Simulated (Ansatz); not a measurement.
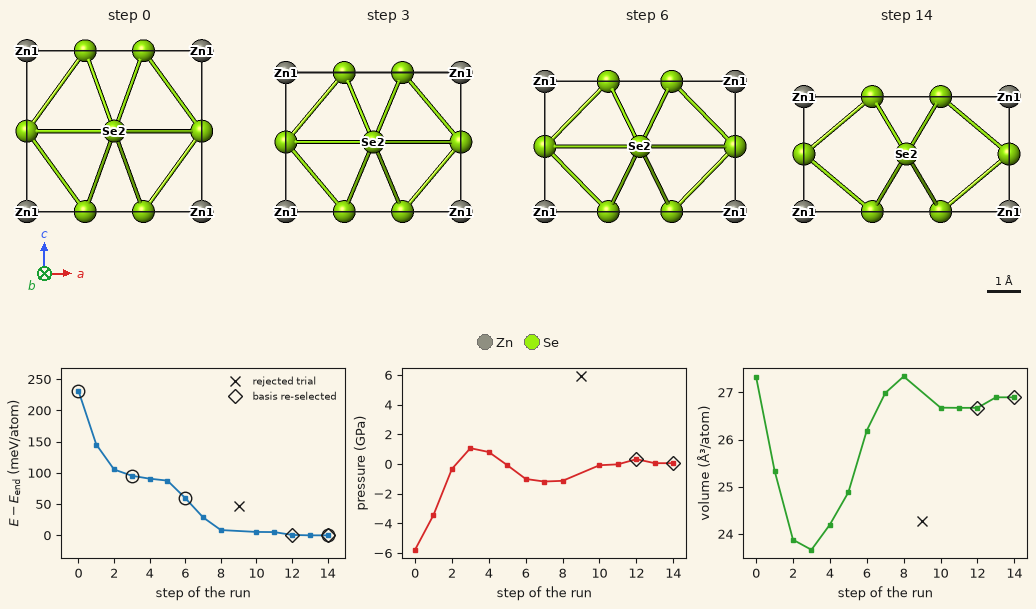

Frames of a relaxation of solid ZnSe₅ (a generated structure, set up in P6/mmm) (coarse preliminary run), marked on the history of the run. The picture is a ball-and-stick view of the cell of the calculation, seen along the b axis.

All numbers below come from DFT PBE, scalar-relativistic, plane waves, PAW in Ansatz. (plane-wave cutoff 420 eV; k-point mesh 3 × 3 × 4; occupations gaussian; smearing width 0.1 eV; no spin polarisation; cell and atoms relaxed; force threshold 0.04 eV/Å; at most 70 steps)

Question: Describe the path.

Answer: The atoms keep their places relative to the cell (all moves are under 0.005 Å). The volume changes by −1.6 %, with a = b 6.194 → 7.268 Å (+17.3 %), c 4.935 → 3.527 Å (−28.5 %). Among the contacts that change: Se–Se 3.097 → 3.634 Å, Se–Se 3.047 → 2.741 Å. The space group stays P6/mmm (No. 191). The energy falls by 231 meV per atom in 11 accepted moves (14 points after the start). All forces vanish by symmetry, so only the cell relaxes. Pressure: −5.77 GPa at the start and 0.06 GPa at the end. The line search rejected the trial step at point 9 of the run. The SCF was repeated twice at an unchanged geometry on a basis and grid sized afresh for the cell, which shifted the energy by 4.6 meV per atom at most. Cost: 2.2 min on 1 thread of Intel(R) Xeon(R) Platinum 8259CL CPU @ 2.50GHz (Skylake/Cascade Lake), on a shared host, peak memory 0.53 GiB. From step 0 to 3: volume −13.4 %, energy −136 meV per atom. From step 3 to 6: volume +10.7 %, energy −35.7 meV per atom. From step 6 to 14: volume +2.7 %, energy −59.7 meV per atom.

| step | E − E(0), meV/atom | pressure, GPa | volume, Å³/atom | note |
| --- | --- | --- | --- | --- |
| 0 | 0.00 | -5.77 | 27.328 |  |
| 1 | -85.89 | -3.43 | 25.343 |  |
| 2 | -125.87 | -0.33 | 23.877 |  |
| 3 | -135.94 | 1.07 | 23.664 |  |
| 4 | -140.62 | 0.81 | 24.199 |  |
| 5 | -143.74 | -0.07 | 24.881 |  |
| 6 | -171.67 | -1.00 | 26.192 |  |
| 7 | -202.53 | -1.17 | 26.987 |  |
| 8 | -222.89 | -1.13 | 27.340 |  |
| 9 | -184.58 | 5.90 | 24.273 | rejected |
| 10 | -225.91 | -0.08 | 26.677 |  |
| 11 | -226.13 | -0.02 | 26.673 |  |
| 12 | -230.69 | 0.33 | 26.673 | same geometry, new basis |
| 13 | -231.35 | 0.06 | 26.897 |  |
| 14 | -231.37 | 0.06 | 26.897 | same geometry, new basis |
